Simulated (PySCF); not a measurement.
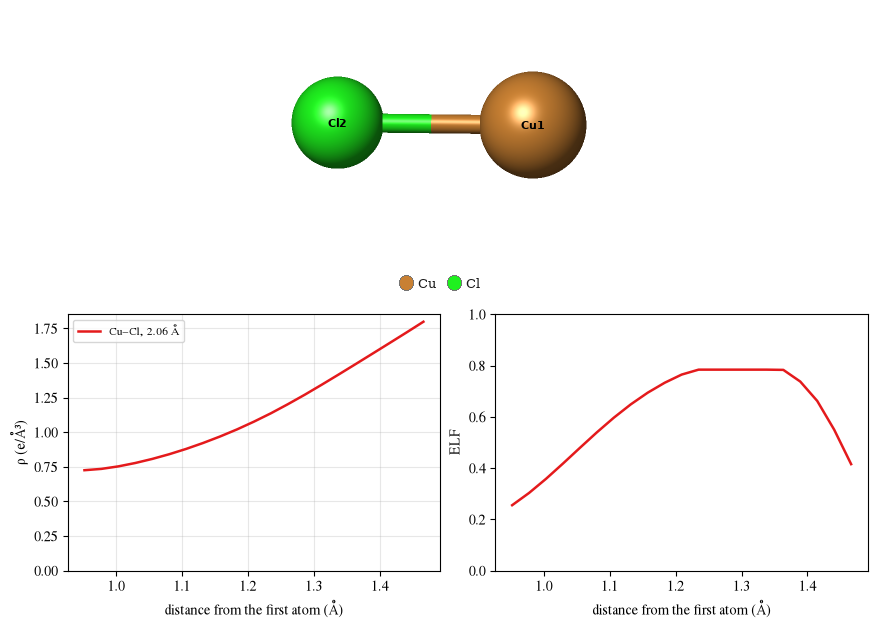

*CuCl. Total electron density and electron localisation function along straight lines between neighbouring atoms. The curves leave out the atomic cores. The structure is drawn too.*

All numbers below come from PBE0/cc-pVDZ(-PP), non-relativistic Hamiltonian with scalar-relativistic core potentials where named, at a bond length of 2.058 Å in PySCF.

What can be read from the curves?

Cu–Cl (2.06 Å): the density is about 0.78 e/Å³ at the midpoint; the ELF peaks at about 0.80 in the valence shell of Cl, 0.8 Å from its nucleus, and is about 0.40 at the midpoint.
